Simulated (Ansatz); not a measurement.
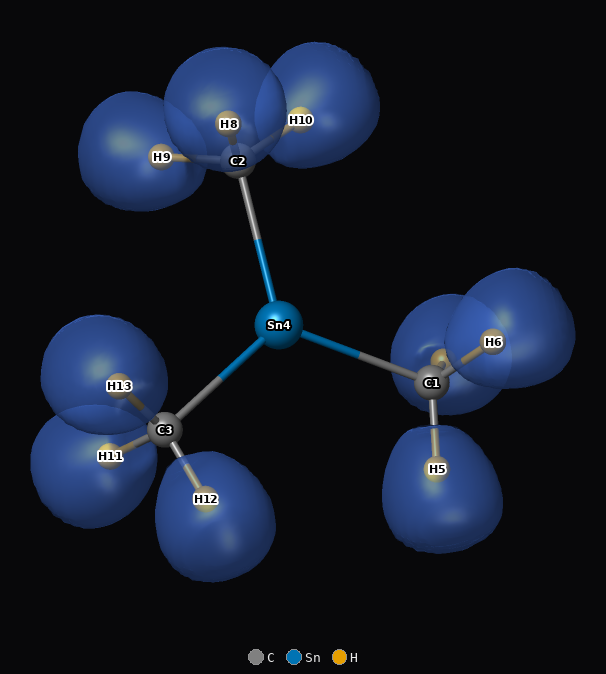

The picture shows: C₃H₉Sn (SMILES [CH3][Sn+]([CH3])[CH3]) (charge +1). Isosurface of the electron localisation function at 0.9 (blue), seen at a tilt. Core shells and regions of very low density are left out.

Geometry: B3LYP-D3(BJ)/def2-SVP; core potentials replace the inner electrons of Sn.

Computed with isolated molecule in a Gaussian basis; Kohn-Sham density functional theory, functional PBE0 (Ansatz).

```yaml
atoms:
  - { symbol: C, position_ang: [-0.5783, 0.5126, 2.2311] }
  - { symbol: C, position_ang: [1.3344, 2.9816, 0.2250] }
  - { symbol: C, position_ang: [-1.5044, 1.1823, -1.3164] }
  - { symbol: Sn, position_ang: [-0.2576, 1.5554, 0.3865] }
  - { symbol: H, position_ang: [-1.3726, -0.2361, 2.1156] }
  - { symbol: H, position_ang: [-0.8582, 1.2542, 2.9966] }
  - { symbol: H, position_ang: [0.3675, 0.0368, 2.5333] }
  - { symbol: H, position_ang: [0.8867, 3.9762, 0.0674] }
  - { symbol: H, position_ang: [1.9440, 2.7285, -0.6563] }
  - { symbol: H, position_ang: [1.9465, 2.9787, 1.1361] }
  - { symbol: H, position_ang: [-0.9799, 0.4521, -1.9554] }
  - { symbol: H, position_ang: [-2.4666, 0.7625, -0.9935] }
  - { symbol: H, position_ang: [-1.6460, 2.1148, -1.8811] }
```

Describe the localisation domains.

The surface consists of nine regions around hydrogen nuclei. Along the contacts the grid gives the following. C–Sn (2.14 Å): the ELF peaks at about 0.85 in the valence shell of C, 0.7 Å from its nucleus, and drops to about 0.20 between the two atoms. C–H (1.10 Å): the ELF climbs to about 1 towards the hydrogen, as it does in any bond to H: an ordinary covalent bond to hydrogen.
